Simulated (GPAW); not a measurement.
**Screening of a field by a 9-layer slab of Sr(110)**

Wanted: the out-of-plane polarisability of a 9-layer slab of Sr(110).

Main program and level: GPAW 26.7.0; GPAW, PAW setups; slab in vacuum, relaxation, in the first sound run; inputs show where later runs differ.

## (1) The structure

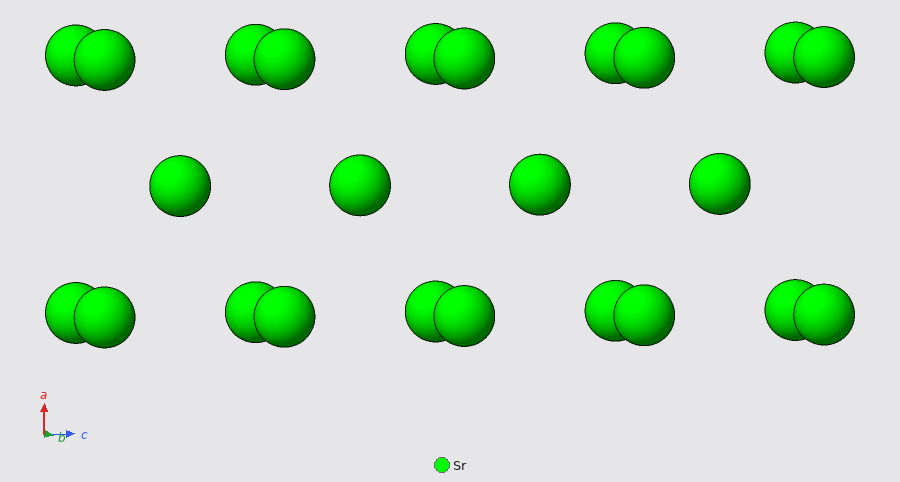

The starting structure, seen from the side, with the c axis across the page (strontium green). Some periodic images of atoms are drawn too.

The cell holds 9 atoms: 9 Sr. Cell: a = 6.080 Å, b = 4.299 Å, c = 31.197 Å, α = 90.0°, β = 90.0°, γ = 90.0°. Vacuum lies along c.

Structure file:

```cif
data_structure
_symmetry_space_group_name_H-M 'P 1'
_symmetry_Int_Tables_number 1
_cell_length_a 6.0800
_cell_length_b 4.2992
_cell_length_c 31.1968
_cell_angle_alpha 90.000
_cell_angle_beta 90.000
_cell_angle_gamma 90.000
_cell_volume 815.46
loop_
_atom_site_label
_atom_site_type_symbol
_atom_site_fract_x
_atom_site_fract_y
_atom_site_fract_z
_atom_site_occupancy
Sr1 Sr 0.00000 0.00000 0.22438 1
Sr2 Sr 0.50000 0.50000 0.29329 1
Sr3 Sr 0.00000 0.00000 0.36219 1
Sr4 Sr 0.50000 0.50000 0.43110 1
Sr5 Sr 0.00000 0.00000 0.50000 1
Sr6 Sr 0.50000 0.50000 0.56890 1
Sr7 Sr 0.00000 0.00000 0.63781 1
Sr8 Sr 0.50000 0.50000 0.70671 1
Sr9 Sr 0.00000 0.00000 0.77562 1
```

## (2) Relaxation

Forces are removed first; all later runs use this geometry. The lowest 4 atoms are held at bulk positions and keep their forces.

run.py reads:

```python
import json
import numpy as np
from ase import Atoms
from ase.constraints import FixAtoms
from ase.optimize import BFGS
from gpaw import GPAW, PW

slab = Atoms(
    ['Sr', 'Sr', 'Sr', 'Sr', 'Sr', 'Sr', 'Sr', 'Sr', 'Sr'],
    positions=[
        [0.00000, 0.00000, 7.00000],
        [3.04000, 2.14960, 9.14960],
        [0.00000, 0.00000, 11.29921],
        [3.04000, 2.14960, 13.44881],
        [0.00000, 0.00000, 15.59842],
        [3.04000, 2.14960, 17.74802],
        [0.00000, 0.00000, 19.89763],
        [3.04000, 2.14960, 22.04723],
        [0.00000, 0.00000, 24.19684]],
    cell=[[6.08, 0.0, 0.0], [0.0, 4.29921, 0.0], [0.0, 0.0, 31.19684]],
    pbc=[True, True, False])

slab.calc = GPAW(mode=PW(400), xc='PBE', kpts={'size': (5, 7, 1), 'gamma': True},
                 occupations={'name': 'fermi-dirac', 'width': 0.1}, nbands='160%',
                 convergence={'density': 1e-05}, maxiter=200,
                 poissonsolver={'dipolelayer': 'xy'},
                 symmetry={'tolerance': 1e-3, 'extra_ids': [1, 1, 1, 1, 0, 0, 0, 0, 0]}, txt='slab.txt')
result = {}
slab.set_constraint(FixAtoms([0, 1, 2, 3]))
path = []
opt = BFGS(slab, maxstep=0.2)
opt.attach(lambda: path.append((slab.get_potential_energy(), slab.positions.tolist(), slab.get_forces().tolist())))
result['relaxed'] = bool(opt.run(fmax=0.03, steps=40))
result['path'] = path
energy = slab.get_potential_energy()
fermi = slab.calc.get_fermi_level()
v = slab.calc.get_electrostatic_potential().mean((0, 1)) - fermi
n = slab.calc.get_pseudo_density().mean((0, 1))
L = slab.cell[2, 2]
z = np.arange(len(v)) * L / len(v)
low, high = slab.positions[:, 2].min(), slab.positions[:, 2].max()
below, above = np.interp([low - 4.8, high + 4.8], z, v)
slopes = [np.interp(x, z, np.gradient(v, z)) for x in (low - 4.8, high + 4.8)]
eps = np.array([[slab.calc.get_eigenvalues(k, s) for k in range(len(slab.calc.get_ibz_k_points()))]
                for s in range(slab.calc.get_number_of_spins())]) - fermi
top, bottom = eps[eps < 0].max(), eps[eps > 0].min()
dipole = slab.get_dipole_moment()[2]
print(f'energy {energy:.4f} eV, Fermi level {fermi:.4f} eV, dipole {dipole:.5f} e A')
print(f'potential 4.8 A off the faces, from the Fermi level: lower {below:.4f} eV, upper {above:.4f} eV')
print(f'slope of the potential there: lower {slopes[0]:.5f}, upper {slopes[1]:.5f} eV/A')
print(f'nearest levels on the mesh: {top:.4f} and {bottom:.4f} eV')
print('magnetic moment', round(slab.get_magnetic_moment(), 3))
result.update(energy=energy, fermi=fermi, dipole=dipole, below=below, above=above, slopes=slopes, edges=[top, bottom],
              z=z.tolist(), v=v.tolist(), n=n.tolist(), positions=slab.positions.tolist(),
              forces=slab.get_forces(apply_constraint=False).tolist(), moments=slab.get_magnetic_moments().tolist())
json.dump(result, open('result.json', 'w'))
```

The run is started by

```bash
$ OMP_NUM_THREADS=1 OPENBLAS_NUM_THREADS=1 python run.py
```

The program printed:

```text
Step          Energy          fmax
BFGS:    0      -13.888133        0.062771
BFGS:    1      -13.888245        0.061474
BFGS:    2      -13.890671        0.031079
BFGS:    3      -13.890866        0.022246
energy -13.6912 eV, Fermi level 1.2128 eV, dipole -0.00024 e A
potential 4.8 A off the faces, from the Fermi level: lower 2.5949 eV, upper 2.5965 eV
slope of the potential there: lower -0.00679, upper 0.00679 eV/A
nearest levels on the mesh: -0.0027 and 0.0056 eV
magnetic moment 0.0
```

The job ended after 14 min (1 thread of Intel Xeon 6975P-C (Granite Rapids), shared host; peak memory 0.57 GiB).

Relaxation path:

| step | energy less that of the first step (eV) | largest force (eV/Å) |
| --- | --- | --- |
| 1 | 0.0000 | 0.0628 |
| 2 | -0.0001 | 0.0615 |
| 3 | -0.0026 | 0.0311 |
| 4 | -0.0028 | 0.0222 |

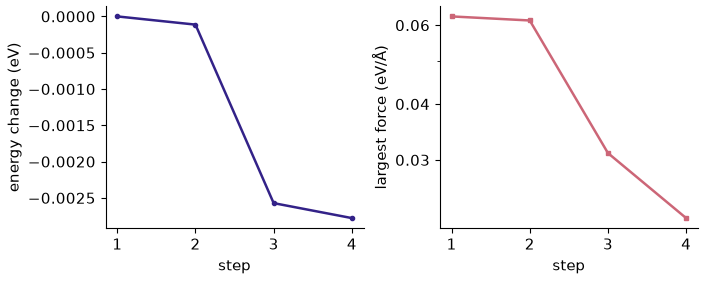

Energy and largest force along the relaxation.

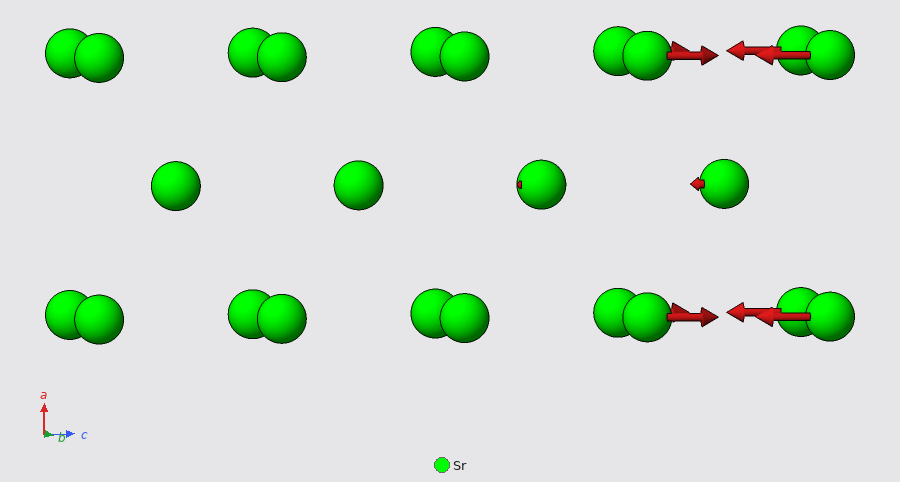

Displacements in the relaxation, exaggerated; the longest in the cell stands for 0.04 Å. Some periodic images of atoms are drawn too.

The atoms that moved most (Å):

| atom | dx | dy | dz | length |
| --- | --- | --- | --- | --- |
| Sr9 | 0.000 | 0.000 | -0.044 | 0.044 |
| Sr7 | 0.000 | 0.000 | 0.041 | 0.041 |
| Sr8 | 0.000 | 0.000 | -0.011 | 0.011 |

Final coordinates:

```xyz
9
Lattice="6.0800 0.0000 0.0000 0.0000 4.2992 0.0000 0.0000 0.0000 31.1968" Properties=species:S:1:pos:R:3
Sr    0.0000    0.0000    7.0000
Sr    3.0400    2.1496    9.1496
Sr    0.0000    0.0000   11.2992
Sr    3.0400    2.1496   13.4488
Sr    0.0000    0.0000   15.5986
Sr    3.0400    2.1496   17.7441
Sr    0.0000    0.0000   19.9389
Sr    3.0400    2.1496   22.0358
Sr    0.0000    0.0000   24.1530
```

Numbers from this step:

| Quantity | Value |
| --- | --- |
| dipole along the normal | -2.41e-4 e·Å |
| levels nearest the Fermi level on the mesh | -0.002739, 0.005589 eV from the Fermi level |
| upper work function | 2.597 eV |
| lower work function | 2.595 eV |

The electrostatic potential energy of an electron (without an applied field's), less the Fermi level, planar mean oscillates, so the rows of the table below give means over windows of 2.17 Å about each position, cut where the curve ends. Its maxima inside the range that stand out by 2 % of the span (Å: eV): 8.1: -0.956, 10.2: -0.824, 12.3: -0.847, 14.5: -0.836, 16.7: -0.865, 18.8: -0.679, 21.0: -1.00, 23.1: -1.05. Its minima: 7.0: -7.07, 9.1: -6.72, 11.3: -6.83, 13.4: -6.84, 15.6: -6.85, 17.8: -6.83, 19.9: -6.85, 22.0: -6.75, 24.2: -7.10.

Electrostatic potential energy of an electron (without an applied field's), less the Fermi level, planar mean against z; means over each step:

| z (Å) | electrostatic potential energy of an electron (without an applied field's), less the Fermi level, planar mean (eV) |
| --- | --- |
| 1.08 | 2.60 |
| 3.25 | 2.56 |
| 5.42 | 1.04 |
| 7.59 | -3.58 |
| 9.77 | -3.39 |
| 11.93 | -3.43 |
| 14.11 | -3.43 |
| 16.27 | -3.45 |
| 18.45 | -3.30 |
| 20.62 | -3.57 |
| 22.79 | -3.61 |
| 24.95 | -1.88 |
| 27.12 | 2.44 |
| 29.30 | 2.60 |

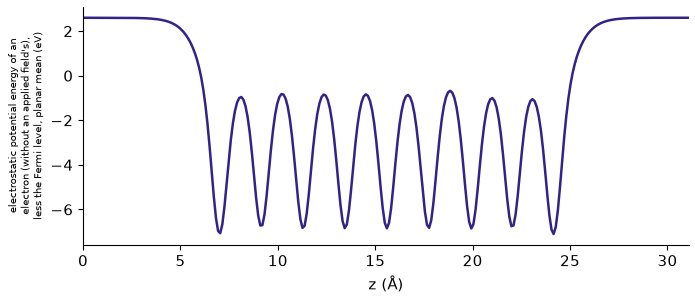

Electrostatic potential energy of an electron (without an applied field's), less the Fermi level, planar mean, plotted against z.

The pseudo valence density, planar mean oscillates, so the rows of the table below give means over windows of 2.17 Å about each position, cut where the curve ends. Its maxima inside the range that stand out by 2 % of the span (Å: e/Å³): 6.9: 0.299, 9.1: 0.309, 11.3: 0.309, 13.4: 0.310, 15.6: 0.310, 17.8: 0.309, 19.9: 0.310, 22.1: 0.309, 24.0: 0.294. Its minima: 8.0: 0.0761, 10.2: 0.0753, 12.3: 0.0751, 14.5: 0.0749, 16.7: 0.0752, 18.8: 0.0708, 21.0: 0.0803, 23.2: 0.0808.

Pseudo valence density, planar mean against z; means over each step:

| z (Å) | pseudo valence density, planar mean (e/Å³) |
| --- | --- |
| 1.08 | 1.6e-5 |
| 3.25 | 7.1e-4 |
| 5.42 | 0.0330 |
| 7.59 | 0.175 |
| 9.77 | 0.179 |
| 11.93 | 0.178 |
| 14.11 | 0.178 |
| 16.27 | 0.179 |
| 18.45 | 0.174 |
| 20.62 | 0.183 |
| 22.79 | 0.182 |
| 24.95 | 0.122 |
| 27.12 | 0.00239 |
| 29.30 | 6.4e-5 |

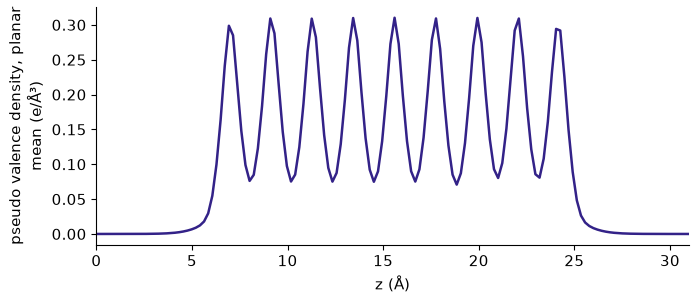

Pseudo valence density, planar mean, plotted against z.

The relaxation lowered the energy of the cell by 0.00278 eV (energies extrapolated to zero smearing; the optimiser's log prints free energies). The largest force left on a free atom is 0.022 eV/Å.

## (3) The slab's potential

The work function is the vacuum plateau of the electrostatic potential less the Fermi level; a dipole layer lets the two faces have plateaus of their own.

This step: GPAW, PAW setups; slab in vacuum (GPAW 26.7.0).

run.py, as its differences from that of step 2:

```diff
@@ -3,4 +3,2 @@
 from ase import Atoms
-from ase.constraints import FixAtoms
-from ase.optimize import BFGS
 from gpaw import GPAW, PW
@@ -14,7 +12,7 @@
         [3.04000, 2.14960, 13.44881],
-        [0.00000, 0.00000, 15.59842],
-        [3.04000, 2.14960, 17.74802],
-        [0.00000, 0.00000, 19.89763],
-        [3.04000, 2.14960, 22.04723],
-        [0.00000, 0.00000, 24.19684]],
+        [0.00000, 0.00000, 15.59855],
+        [3.04000, 2.14960, 17.74406],
+        [0.00000, -0.00000, 19.93890],
+        [3.04000, 2.14960, 22.03576],
+        [0.00000, 0.00000, 24.15301]],
     cell=[[6.08, 0.0, 0.0], [0.0, 4.29921, 0.0], [0.0, 0.0, 31.19684]],
@@ -26,10 +24,4 @@
                  poissonsolver={'dipolelayer': 'xy'},
-                 symmetry={'tolerance': 1e-3, 'extra_ids': [1, 1, 1, 1, 0, 0, 0, 0, 0]}, txt='slab.txt')
+                 symmetry={'tolerance': 1e-3}, txt='slab.txt')
 result = {}
-slab.set_constraint(FixAtoms([0, 1, 2, 3]))
-path = []
-opt = BFGS(slab, maxstep=0.2)
-opt.attach(lambda: path.append((slab.get_potential_energy(), slab.positions.tolist(), slab.get_forces().tolist())))
-result['relaxed'] = bool(opt.run(fmax=0.03, steps=40))
-result['path'] = path
 energy = slab.get_potential_energy()
```

The program printed:

```text
energy -13.6912 eV, Fermi level 1.2128 eV, dipole -0.00029 e A
potential 4.8 A off the faces, from the Fermi level: lower 2.5947 eV, upper 2.5968 eV
slope of the potential there: lower -0.00679, upper 0.00679 eV/A
nearest levels on the mesh: -0.0027 and 0.0056 eV
magnetic moment 0.0
```

Run time: 4.6 min. Hardware: 1 thread; peak memory 0.56 GiB.

This step gave:

| Item | Value |
| --- | --- |
| dipole along the normal | -2.93e-4 e·Å |
| levels nearest the Fermi level on the mesh | -0.002737, 0.005609 eV from the Fermi level |

The electrostatic potential energy of an electron (without an applied field's), less the Fermi level, planar mean oscillates, so the rows of the table below give means over windows of 2.17 Å about each position, cut where the curve ends. Its maxima inside the range that stand out by 2 % of the span (Å: eV): 8.1: -0.956, 10.2: -0.824, 12.3: -0.847, 14.5: -0.836, 16.7: -0.865, 18.8: -0.679, 21.0: -1.00, 23.1: -1.05. Its minima: 7.0: -7.07, 9.1: -6.72, 11.3: -6.83, 13.4: -6.84, 15.6: -6.85, 17.8: -6.83, 19.9: -6.85, 22.0: -6.75, 24.2: -7.10.

The electrostatic potential energy of an electron (without an applied field's), less the Fermi level, planar mean by z; means over each step:

(Unchanged from step 2.)

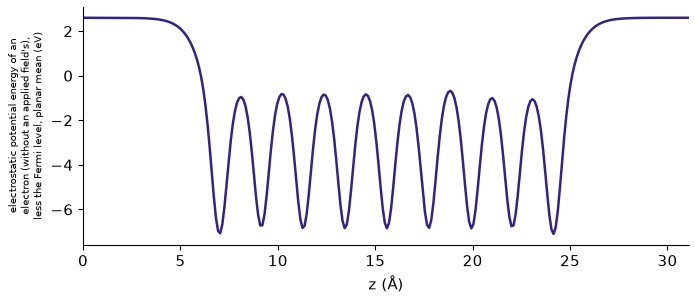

Electrostatic potential energy of an electron (without an applied field's), less the Fermi level, planar mean, plotted against z.

The pseudo valence density, planar mean oscillates, so the rows of the table below give means over windows of 2.17 Å about each position, cut where the curve ends. Its maxima inside the range that stand out by 2 % of the span (Å: e/Å³): 6.9: 0.299, 9.1: 0.309, 11.3: 0.309, 13.4: 0.310, 15.6: 0.310, 17.8: 0.309, 19.9: 0.310, 22.1: 0.309, 24.0: 0.294. Its minima: 8.0: 0.0761, 10.2: 0.0753, 12.3: 0.0751, 14.5: 0.0749, 16.7: 0.0752, 18.8: 0.0708, 21.0: 0.0803, 23.2: 0.0808.

Table of pseudo valence density, planar mean by z; means over each step:

(Unchanged from step 2.)

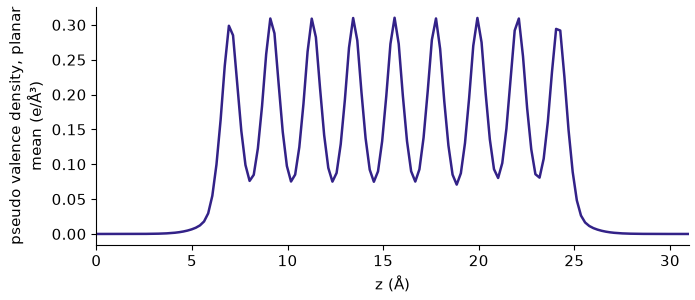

Pseudo valence density, planar mean, plotted against z.

Force by atom:

| atom | x (eV/Å) | y (eV/Å) | z (eV/Å) | size |
| --- | --- | --- | --- | --- |
| Sr1 | 0.0000 | 0.0000 | 0.0626 | 0.0626 |
| Sr2 | 0.0000 | 0.0000 | 0.0157 | 0.0157 |
| Sr3 | 0.0000 | 0.0000 | -0.0613 | 0.0613 |
| Sr4 | 0.0000 | 0.0000 | 0.0070 | 0.0070 |
| Sr5 | 0.0000 | 0.0000 | 0.0093 | 0.0093 |
| Sr6 | 0.0000 | 0.0000 | 0.0128 | 0.0128 |
| Sr7 | 0.0000 | 0.0000 | -0.0220 | 0.0220 |
| Sr8 | 0.0000 | 0.0000 | -0.0067 | 0.0067 |
| Sr9 | 0.0000 | 0.0000 | -0.0175 | 0.0175 |

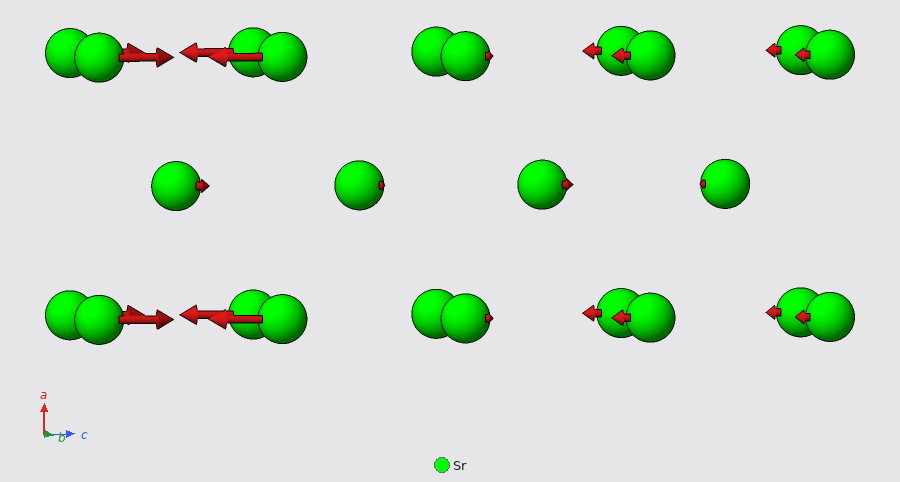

Force as arrows, the longest 0.0626 eV/Å. Some periodic images of atoms are drawn too.

The potential is flat to 0.007 eV/Å where it is read, so the vacuum is wide enough.

## (4) Field on

A uniform field along the normal polarises the slab; the atoms stay fixed, so this is the electronic response alone.

run.py, as its differences from that of step 3:

```diff
@@ -4,2 +4,3 @@
 from gpaw import GPAW, PW
+from gpaw.external import ConstantElectricField
 
@@ -24,2 +25,3 @@
                  poissonsolver={'dipolelayer': 'xy'},
+                 external=ConstantElectricField(-0.2, [0, 0, 1]),
                  symmetry={'tolerance': 1e-3}, txt='slab.txt')
```

The program printed:

```text
energy -13.7554 eV, Fermi level 1.2073 eV, dipole -0.64205 e A
potential 4.8 A off the faces, from the Fermi level: lower 0.3941 eV, upper 4.8342 eV
slope of the potential there: lower -0.00412, upper 0.01200 eV/A
nearest levels on the mesh: -0.0038 and 0.0046 eV
magnetic moment 0.0
```

Wall time 5.3 min (1 thread); peak memory 0.72 GiB.

Numbers from this step:

* dipole along the normal: -0.6421 e·Å
* levels nearest the Fermi level on the mesh: -0.003806, 0.004631 eV from the Fermi level
* potential below the slab, the applied field's own ramp left out: 0.3941 eV from the Fermi level
* potential above the slab, the applied field's own ramp left out: 4.834 eV from the Fermi level

The electrostatic potential energy of an electron (without an applied field's), less the Fermi level, planar mean oscillates, so the rows of the table below give means over windows of 2.17 Å about each position, cut where the curve ends. Its maxima inside the range that stand out by 2 % of the span (Å: eV): 8.1: -2.45, 10.2: -1.91, 12.3: -1.50, 14.5: -1.05, 16.7: -0.649, 18.8: -0.0281, 21.0: 0.0802, 23.1: 0.435, 30.8: 4.84. Its minima: 7.0: -8.78, 9.1: -8.02, 11.3: -7.69, 13.4: -7.27, 15.6: -6.85, 17.8: -6.40, 19.9: -5.99, 22.0: -5.47, 24.2: -5.39.

Table of electrostatic potential energy of an electron (without an applied field's), less the Fermi level, planar mean by z; means over each step:

| z (Å) | electrostatic potential energy of an electron (without an applied field's), less the Fermi level, planar mean (eV) |
| --- | --- |
| 1.08 | 0.588 |
| 3.25 | 0.366 |
| 5.42 | -0.998 |
| 7.59 | -5.17 |
| 9.77 | -4.55 |
| 11.93 | -4.17 |
| 14.11 | -3.73 |
| 16.27 | -3.31 |
| 18.45 | -2.73 |
| 20.62 | -2.57 |
| 22.79 | -2.18 |
| 24.95 | 0.00465 |
| 27.12 | 4.63 |
| 29.30 | 4.83 |

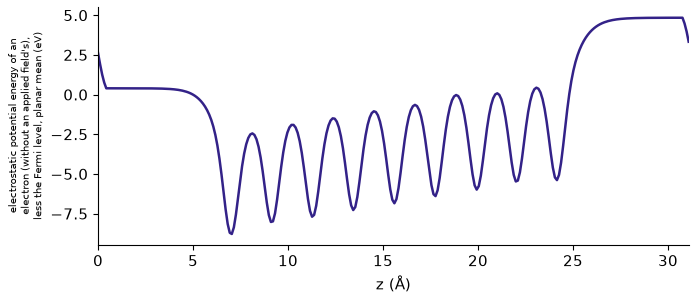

Electrostatic potential energy of an electron (without an applied field's), less the Fermi level, planar mean, plotted against z.

Force by atom:

| atom | x (eV/Å) | y (eV/Å) | z (eV/Å) | size |
| --- | --- | --- | --- | --- |
| Sr1 | 0.0000 | 0.0000 | 0.0579 | 0.0579 |
| Sr2 | 0.0000 | 0.0000 | 0.0182 | 0.0182 |
| Sr3 | 0.0000 | 0.0000 | -0.0615 | 0.0615 |
| Sr4 | 0.0000 | 0.0000 | 0.0063 | 0.0063 |
| Sr5 | 0.0000 | 0.0000 | 0.0094 | 0.0094 |
| Sr6 | 0.0000 | 0.0000 | 0.0115 | 0.0115 |
| Sr7 | 0.0000 | 0.0000 | -0.0224 | 0.0224 |
| Sr8 | 0.0000 | 0.0000 | -0.0046 | 0.0046 |
| Sr9 | 0.0000 | 0.0000 | -0.0163 | 0.0163 |

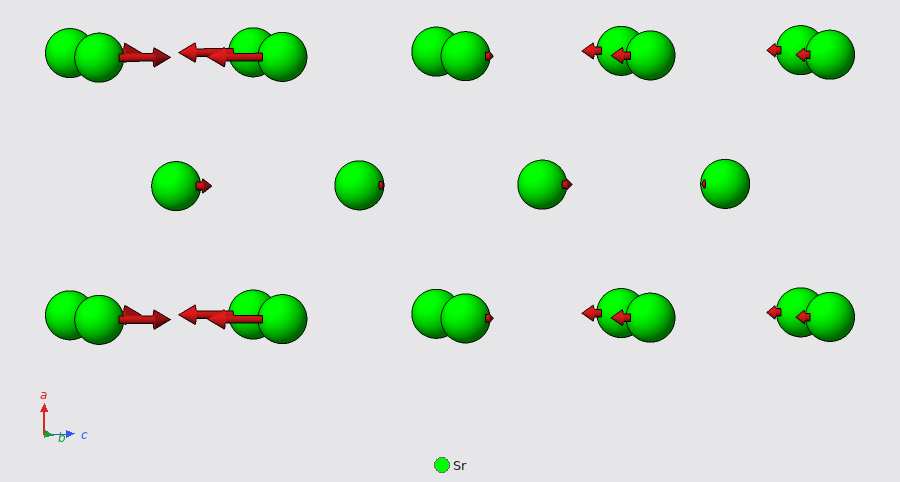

Force as arrows, the longest 0.0615 eV/Å. Some periodic images of atoms are drawn too.

The dipole is now -0.642 e Å, against -2.9e-4 in the run without a field.

[end of part 1 of 2]

[Logs are printed without paths, hosts, clocks, repeated set-up lines and the standing remarks that a program may print on its own settings, such as how far it seeks lower states.]

[Hosts, paths, dates, database ids (printed as entryN), source tags and the programs' standing remarks are cut or masked in the printed files.]
